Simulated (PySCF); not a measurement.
# CeH10O5 (Ce(H2O)53+): the cost of one run

Program: PySCF 2.14.0. Level of theory: PBE0, Ce def2-SVP with ECP28, O def2-SVP, H def2-SVP; scalar-relativistic core potentials, no spin–orbit coupling. These are calculated values, not measurements.

3 further runs of the same task are left out: 1 for a known fault of the program, 2 that didn't finish. Runs told in other sessions of the task aren't counted.

## (1) Where the work starts

16 atoms, charge 3, spin multiplicity 2.

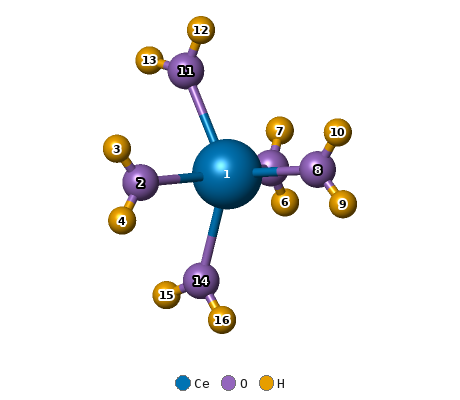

The geometry (cerium blue, oxygen purple, hydrogen amber); atoms are numbered from 1 in the order of the file.

As a file:

| atom | x (Å) | y (Å) | z (Å) |
| --- | --- | --- | --- |
| Ce1 | 0.1144 | 0.0000 | 0.0000 |
| O2 | -0.4570 | 0.0000 | 2.3490 |
| H3 | -0.5833 | 0.7688 | 2.9400 |
| H4 | -0.5833 | -0.7688 | 2.9400 |
| O5 | -0.4570 | 0.0000 | -2.3490 |
| H6 | -0.5833 | -0.7688 | -2.9400 |
| H7 | -0.5833 | 0.7688 | -2.9400 |
| O8 | 2.5112 | -0.0001 | 0.0000 |
| H9 | 3.1194 | -0.7683 | 0.0000 |
| H10 | 3.1194 | 0.7681 | 0.0000 |
| O11 | -0.7811 | 2.2461 | 0.0000 |
| H12 | -0.3034 | 3.1009 | 0.0000 |
| H13 | -1.7238 | 2.5112 | 0.0000 |
| O14 | -0.7813 | -2.2460 | 0.0000 |
| H15 | -1.7240 | -2.5111 | 0.0000 |
| H16 | -0.3036 | -3.1009 | 0.0000 |

Formal oxidation states: Ce +3. An earlier session relaxed this geometry at PBE0, Ce def2-SVP with ECP28, O def2-SVP, H def2-SVP (doublet, point group C2v).

Its energy there is -855.579764 Eh.

## (2) One electron removed, multiplicity 1

File run.py (the lines that set the calculation):

```python
mol = gto.M(atom='''
Ce     0.11440     0.00000     0.00000
O     -0.45704     0.00002     2.34898
H     -0.58327     0.76880     2.94004
H     -0.58333    -0.76876     2.94004
O     -0.45704     0.00002    -2.34898
H     -0.58333    -0.76876    -2.94004
H     -0.58327     0.76880    -2.94004
O      2.51124    -0.00010     0.00000
H      3.11936    -0.76830     0.00000
H      3.11942     0.76805     0.00000
O     -0.78109     2.24606     0.00000
H     -0.30338     3.10094     0.00000
H     -1.72378     2.51125     0.00000
O     -0.78127    -2.24600     0.00000
H     -1.72398    -2.51111     0.00000
H     -0.30362    -3.10092     0.00000''',
    basis={'Ce': 'def2-SVP', 'O': 'def2-SVP', 'H': 'def2-SVP'},
    ecp={'Ce': 'def2-SVP'},
    charge=4, spin=0)
mf = dft.RKS(mol, xc='PBE0')
mf.grids.atom_grid = (50, 194)  # f atoms: unpruned, at least (60, 302)
mf = mf.density_fit()  # fitting sets: Ce def2-universal-JKFIT, O def2-universal-JKFIT, H def2-universal-JKFIT
mf.conv_tol = 1e-08; mf.max_cycle = 55
mf.kernel(dm0)  # dm0: the density of the relaxed state
```

Started as:

```sh
> OMP_NUM_THREADS=4 python run.py
```

**Question.** How long does this run take on 4 threads of Arm Neoverse V1, shared host?

About 11 s.
